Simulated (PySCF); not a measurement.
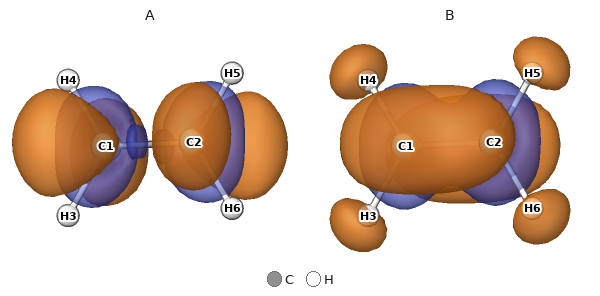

Figure 1: C$_{2}$H$_{4}$, SMILES `C=C`. The two Fukui functions at ±0.04 e/Å³ (orange positive, blue negative).

Method: B3LYP/def2-TZVP; geometry: GFN2-xTB; program: PySCF. No frequency check shows the geometry to be a minimum.

Cartesian coordinates (Å):

```
C1      -0.6582    0.0000    0.0000
C2       0.6582    0.0000    0.0000
H3      -1.2293   -0.9140    0.0000
H4      -1.2293    0.9140    0.0000
H5       1.2293    0.9140    0.0000
H6       1.2293   -0.9140    0.0000
```

Question: Which panel is f⁻ (electron removed) and which f⁺ (electron added)?

Answer: A is f⁺, B is f⁻. f⁻ (Hirshfeld-condensed) is largest on C1 and C2 (0.31 each); the vertical ionisation energy is 10.64 eV. f⁺ (Hirshfeld-condensed) is largest on C1 and C2 (0.27 each); the vertical electron affinity is −2.38 eV (the stability of the anion's solution wasn't checked; negative, but this basis has no diffuse functions, so it doesn't show that the anion is unbound).

Question: What chemical potential and hardness follow from the two energies?

Answer: μ = −(I + A)/2 = −4.13 eV and η = I − A = 13.01 eV.
